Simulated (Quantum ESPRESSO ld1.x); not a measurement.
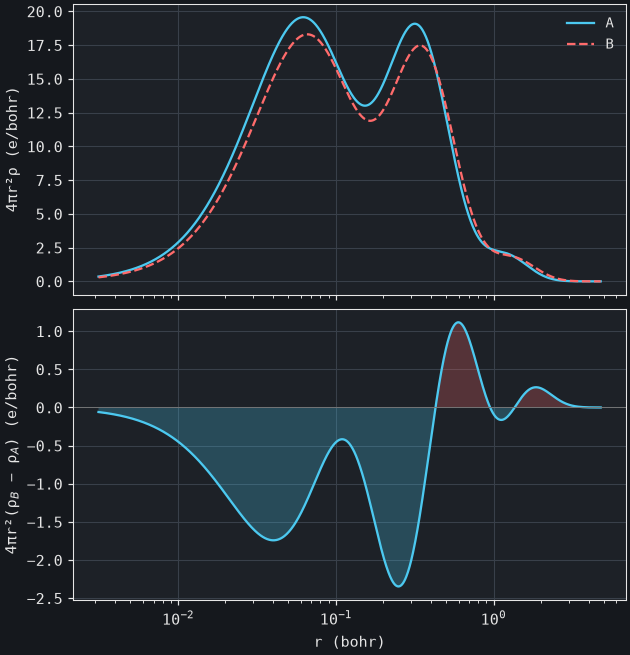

Two nuclei with the same 12 electrons, [Ne] 3s2, were computed: Cl⁵⁺; S⁴⁺. Level of theory: non-relativistic Kohn-Sham, LDA (Slater exchange, Perdew-Wang correlation), spin-polarised, spherical densities, point nucleus. Computed with Quantum ESPRESSO ld1.x 7.5.

The plot shows both radial densities and the radial density of run B less that of run A; on the logarithmic r axis, areas aren't charges.

Which run is A and which is B? Where does the charge move?

Answer. A is Cl⁵⁺; B is S⁴⁺. B holds 0.60 electrons more than A where the difference is positive (most at r = 0.60 bohr) and 0.60 electrons fewer where it is negative (most at r = 0.25 bohr), with no net change. The larger nuclear charge draws every shell in.
